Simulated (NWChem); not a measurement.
**One shape, several levels: MgF2 (SMILES [F][Mg][F])**

Aim: a comparison of 3 runs (LC-BLYP/cc-pV(D+d)Z, Slater/def2-TZVP, TDA-B98/pcseg-1) of MgF2. 

Program for the calculation: NWChem 7.3.0.

2 further runs of the same task are left out: 1 that didn't finish, 1 set aside as unsound or not needed.

## (1) The structure to begin with

The species is MgF2 (3 atoms), meant as a singlet with charge 0. SMILES: `[F][Mg][F]`. The shape is that of a PBE0-D4/def2-TZVP optimisation.

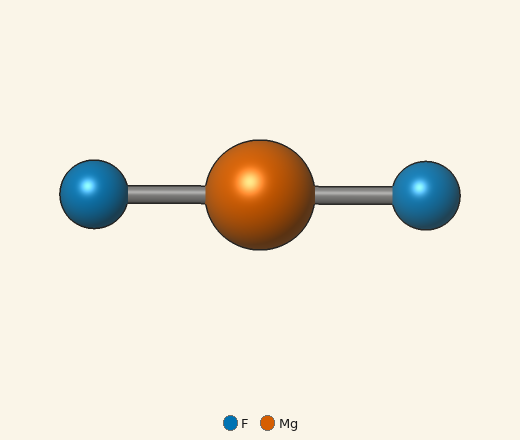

The structure, seen from a chosen angle (fluorine blue, magnesium orange).

## (2) Energy and gradient at LC-BLYP/cc-pV(D+d)Z (run 1)

File mymol.xyz:

```xyz
3
F2Mg LC-BLYP
F     -1.414800     0.734800    -0.700800
Mg    -0.003600    -0.021600    -0.004400
F      1.407500    -0.778000     0.691900
```

File mymol.nw:

```
start mymol
title "F2Mg LC-BLYP"
memory 2200 mb

geometry units angstrom noautosym nocenter noautoz
load format xyz mymol.xyz
end

basis spherical bse
* library "cc-pV(D+d)Z"
end

dft
xc xcamb88 1.00 lyp 1.0 hfexch 1.00
cam 0.33 cam_alpha 0.0 cam_beta 1.0
mult 1
grid fine
convergence diis 20
direct
iterations 75
mulliken
noprint "final vectors analysis"
end

task dft gradient
```

The run is started by

```bash
$ nwchem mymol.nw > mymol.out
```

What it wrote:

```text
[...]
          Wavefunction type:  closed shell.
          No. of atoms     :     3
          No. of electrons :    30
[...]
          Charge           :     0
          Spin multiplicity:     1
[...]
          AO basis - number of functions:    51
[...]
              XC Information
              --------------
                     Hartree-Fock (Exact) Exchange  1.000
                   CAM-Becke88 Exchange Functional  1.000
              Lee-Yang-Parr Correlation Functional  1.000
[...]
 d= 0,ls=0.0,diis     1   -399.2798701259 -4.77D+02  2.48D-02  1.33D+00     0.9
[...]
 d= 0,ls=0.0,diis     7   -399.4244578415 -3.47D-07  3.27D-06  1.96D-08     5.6
         Total DFT energy =     -399.424457841451
      One electron energy =     -714.989220720403
           Coulomb energy =      274.921031089377
    Exchange-Corr. energy =      -37.097849352660
 Nuclear repulsion energy =       77.741581142235
[...]
      Total Density - Mulliken Population Analysis
     ---------------------------------------------
    Atom       Charge   Shell Charges
 -----------   ------   -------------------------------------------------------
    1 F    9     9.42   2.01  0.87  1.03  3.33  2.19  0.00
    2 Mg  12    11.16   2.00  2.02  0.31 -0.04  6.01  0.43  0.11  0.03  0.29
    3 F    9     9.42   2.01  0.87  1.03  3.33  2.19  0.00
[...]
  wavefunction    = closed shell
[...]
                         DFT ENERGY GRADIENTS
    atom               coordinates                        gradient
                 x          y          z           x          y          z
   1 F      -2.673584   1.388571  -1.324320   -0.008639   0.004630  -0.004263
   2 Mg     -0.006803  -0.040818  -0.008315    0.000043  -0.000022   0.000022
   3 F       2.659789  -1.470207   1.307501    0.008596  -0.004608   0.004241
[...]
```

Run time: 9 s. Hardware: 1 thread of Intel Xeon 6975P-C (Granite Rapids), shared host; peak memory 0.25 GiB.

## (3) The charge distribution at Slater/def2-TZVP (density fitting with ahlrichs coulomb fitting) (run 2)

File a.nw:

```
start a
title "F2Mg Slater"
memory 2200 mb

geometry noautosym nocenter noautoz
 F       -1.414800       0.734800      -0.700800
 Mg      -0.003600      -0.021600      -0.004400
 F        1.407500      -0.778000       0.691900
end

basis spherical
 F library def2-TZVP
 Mg library def2-TZVP
end

basis "cd basis" spherical
 F library "ahlrichs coulomb fitting"
 Mg library "ahlrichs coulomb fitting"
end

dft
 xc slater
 grid fine
 convergence energy 1e-08
 mulliken
 noprint "final vectors analysis"
end

property
 esp
 dipole
 octupole
 quadrupole
 mulliken
 moldenfile
 molden_norm janpa
end

task dft property
```

The run is started by

```bash
$ nwchem a.nw > a.out
```

What it wrote:

```text
[...]
          Wavefunction type:  closed shell.
          No. of atoms     :     3
          No. of electrons :    30
[...]
          Charge           :     0
          Spin multiplicity:     1
[...]
          AO basis - number of functions:    94
[...]
              XC Information
              --------------
                        Slater Exchange Functional  1.000 local
             Grid Information
             ----------------
          Grid used for XC integration:  fine
          Radial quadrature: Mura-Knowles
          Angular quadrature: Lebedev.
[...]
 d= 0,ls=0.0,diis     1   -395.3575267091 -4.73D+02  2.39D-02  3.15D+00     0.4
[...]
 d= 0,ls=0.0,diis    10   -395.5629351405  5.00D-11  5.22D-07  1.97D-08     1.0
         Total DFT energy =     -395.562935140482
      One electron energy =     -713.920465557453
           Coulomb energy =      273.567946703092
    Exchange-Corr. energy =      -32.951997428356
 Nuclear repulsion energy =       77.741581142235
[...]
      Total Density - Mulliken Population Analysis
     ---------------------------------------------
    Atom       Charge   Shell Charges
 -----------   ------   -------------------------------------------------------
    1 F    9     9.49   0.76  1.20  0.61  0.94  0.43  2.27  2.03  1.25  0.00  0.00  0.00
    2 Mg  12    11.02   2.00  0.67  1.31  0.37 -0.04  5.10  0.90  0.26  0.13  0.00  0.18  0.14
    3 F    9     9.49   0.76  1.20  0.61  0.94  0.43  2.27  2.03  1.25  0.00  0.00  0.00
[...]
   Dipole moment        0.0004604928 Debye(s)
             DMX        0.0003280131 DMXEFC        0.0000000000
             DMY       -0.0000051326 DMYEFC        0.0000000000
             DMZ        0.0003231635 DMZEFC        0.0000000000
   -EFC- dipole         0.0000000000 DEBYE(S)
   Total dipole         0.0004604928 DEBYE(S)
[...]
```

Wall time 1.6 s (1 thread of Intel Xeon 6975P-C (Granite Rapids), shared host); peak memory 0.12 GiB.

Atomic charges (e):

```tsv
atom	Mulliken	Löwdin
F1	-0.491	-0.300
Mg2	+0.982	+0.600
F3	-0.491	-0.300
```

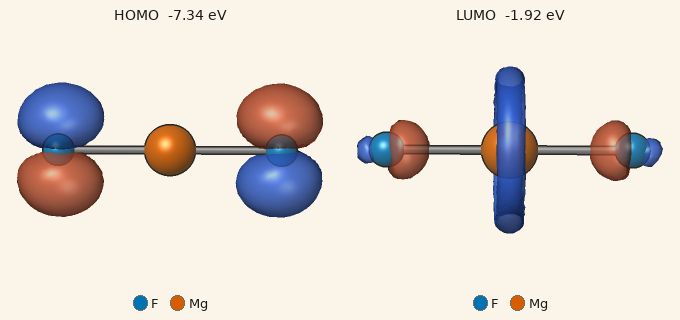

Frontier orbitals of this run, surfaces at ±0.2 Å^-3/2.

## (4) The vertical excitations at TDA-B98/pcseg-1 (run 3)

File geom.nw:

```
start geom
memory stack 880 mb heap 220 mb global 1100 mb

geometry units angstroms noautosym nocenter noautoz
 F       -1.414800       0.734800      -0.700800
 Mg      -0.003600      -0.021600      -0.004400
 F        1.407500      -0.778000       0.691900
end

basis "ao basis" spherical bse
 * library pcseg-1
end

dft
 xc becke98
 grid coarse
 mulliken
end

tddft
 cis
 nroots 10
 notriplet
 cdspectrum
end

task tddft energy
```

The run is started by

```bash
$ nwchem geom.nw > geom.out
```

What it wrote:

```text
[...]
          Wavefunction type:  closed shell.
          No. of atoms     :     3
          No. of electrons :    30
[...]
          Charge           :     0
          Spin multiplicity:     1
[...]
          AO basis - number of functions:    38
[...]
              XC Information
              --------------
                   Becke 1998 Method XC Functional
                     Hartree-Fock (Exact) Exchange  0.220
                   Becke 1998  Exchange Functional  1.000
                 Becke 1998 Correlation Functional  1.000
[...]
 d= 0,ls=0.0,diis     1   -399.6312599743 -4.77D+02  3.91D-02  1.13D+00     0.2
[...]
 d= 0,ls=0.0,diis     6   -399.7343899264 -1.36D-07  2.86D-06  1.38D-08     0.7
         Total DFT energy =     -399.734389926376
      One electron energy =     -715.120747557512
           Coulomb energy =      275.173647388144
    Exchange-Corr. energy =      -37.528870899243
 Nuclear repulsion energy =       77.741581142235
[...]
      Total Density - Mulliken Population Analysis
     ---------------------------------------------
    Atom       Charge   Shell Charges
 -----------   ------   -------------------------------------------------------
    1 F    9     9.73   2.00  0.92  1.05  3.42  2.33  0.00
    2 Mg  12    10.55   2.00  1.99  0.23 -0.02  6.01  0.33
    3 F    9     9.73   2.00  0.92  1.05  3.42  2.33  0.00
[...]
  Root   1 singlet a              0.236981302 a.u.                6.4486 eV
[...]
     Dipole Oscillator Strength                    0.0000000007
[...]
     Total Oscillator Strength                     0.0000007269
[...]
  Root   2 singlet a              0.236981304 a.u.                6.4486 eV
[...]
  Root   7 singlet a              0.357717980 a.u.                9.7340 eV
[...]
  Root   8 singlet a              0.359191420 a.u.                9.7741 eV
[...]
  Root   9 singlet a              0.359191960 a.u.                9.7741 eV
[...]
     Dipole Oscillator Strength                    0.0000000000
[...]
     Total Oscillator Strength                     0.0000000000
[...]
  Root  10 singlet a              0.405829295 a.u.               11.0432 eV
[...]
     Dipole Oscillator Strength                    0.2769208904
[...]
     Total Oscillator Strength                     0.2769208913
[...]
```

It took 3.9 s on 1 thread of Intel Xeon 6975P-C (Granite Rapids), shared host; peak memory 0.25 GiB.

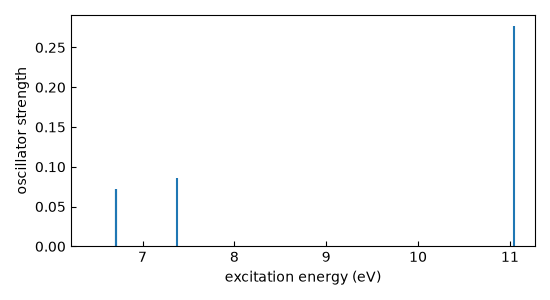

Vertical excitations as sticks.

The roots found:

```tsv
excited state	energy (eV)	strength	label
1	6.449	0.0000	singlet a
2	6.449	0.0000	singlet a
3	6.712	0.0724	singlet a
4	6.712	0.0724	singlet a
5	7.376	0.0853	singlet a
6	7.926	0.0000	singlet a
7	9.734	0.0000	singlet a
8	9.774	0.0000	singlet a
9	9.774	0.0000	singlet a
10	11.043	0.2769	singlet a
```

## (5) Overview of the runs

```tsv
run	level	task	integral approximation	energy (Eh)	dipole moment (D)	wall time
1	LC-BLYP/cc-pV(D+d)Z	gradient	none	-399.424458	0.00	9 s
2	Slater/def2-TZVP (density fitting with ahlrichs coulomb fitting)	properties	ahlrichs coulomb fitting	-395.562935	0.00	1.6 s
3	TDA-B98/pcseg-1	excited	none	-399.734390	0.00	3.9 s
```

## (6) Results

| quantity | value |
| --- | --- |
| run 3: ground-state or mean-field energy | -399.73439 Eh |
| run 3: dipole moment (of the density that the program reports) | 0.00 D |
| run 3: HOMO energy (B98 Kohn–Sham orbitals) | -9.44 eV |
| run 3: LUMO energy (B98 Kohn–Sham orbitals) | -1.57 eV |
| run 3: HOMO–LUMO gap (B98 Kohn–Sham orbitals) | 7.86 eV |
| run 3: lowest singlet excitation energy | 6.45 eV |

Totals of different functionals can't be ranked against each other. All runs together took 15 s, the longest 9 s.
